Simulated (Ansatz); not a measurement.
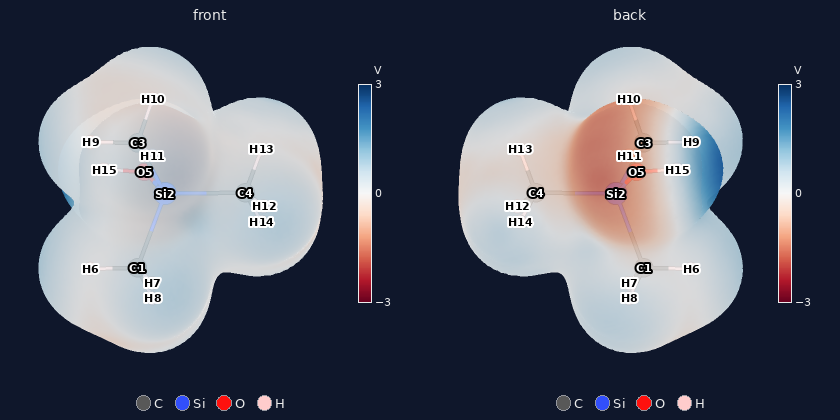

C3H10OSi. The molecular electrostatic potential painted on the density surface at 0.002 e/bohr³, seen from the front and from behind; the colour scale runs from red (negative) to blue (positive).

Geometry: PBE0-D4/def2-TZVP.

Method: RKS PBE0-D4/def2-TZVPP in Ansatz 0.2.0.

| atom | x (Å) | y (Å) | z (Å) |
| --- | --- | --- | --- |
| C | -1.7599 | 0.1912 | 0.0715 |
| Si | 0.0899 | 0.2010 | -0.2047 |
| C | 0.9599 | 0.3703 | 1.4423 |
| C | 0.6393 | -1.3395 | -1.0932 |
| O | 0.5162 | 1.4481 | -1.2134 |
| H | -2.0959 | 1.1060 | 0.5683 |
| H | -2.0575 | -0.6517 | 0.7020 |
| H | -2.2967 | 0.1079 | -0.8769 |
| H | 0.6645 | 1.2881 | 1.9593 |
| H | 2.0448 | 0.3935 | 1.3113 |
| H | 0.7183 | -0.4687 | 2.1013 |
| H | 0.4051 | -2.2344 | -0.5106 |
| H | 1.7177 | -1.3227 | -1.2689 |
| H | 0.1422 | -1.4270 | -2.0624 |
| H | 0.3122 | 2.3381 | -0.9259 |

Describe the electrostatic potential map.

The most negative region (about −1.6 V, or −37 kcal/mol for a unit charge) lies over O5, the most positive (about +2.3 V, or +53 kcal/mol for a unit charge) over H15. O5 is the likeliest acceptor of a hydrogen bond.
